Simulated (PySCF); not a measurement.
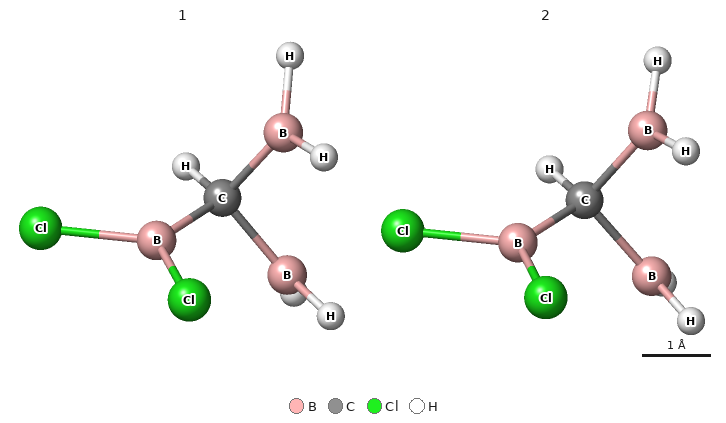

Two geometries of CH₅B₃Cl₂, drawn at one scale. One is the start of a relaxation, the other its converged end. A ball-and-stick model, seen at a tilt.

Method: PySCF 2.14.0, density-fitted response routines, PBE0-D3(BJ)/def2-SVP geometry optimisation, gas phase. 

Which of the two is the end point?

Structure 1 is the relaxed one. The start comes from GFN2-xTB. Its atoms were then displaced at random by about 0.01 Å. The energy falls by 5.21 kcal/mol in 8 geometry steps. The atom that moves furthest after the best rigid fit is an H atom (0.17 Å). Largest moves by element: H 0.17 Å, Cl 0.11 Å, C 0.08 Å, B 0.06 Å. Among the contacts that change: B–H 1.150 → 1.208 Å, B–C 1.604 → 1.559 Å, B–Cl 1.708 → 1.752 Å, B–H 1.169 → 1.205 Å. Bond angles that change, for instance: B–C–B 110.5° → 105.7°, B–C–H 110.7° → 114.5°, B–C–H 111.0° → 114.6°. The run took 49 s on 1 thread of Arm Neoverse V1, with other jobs on the host.
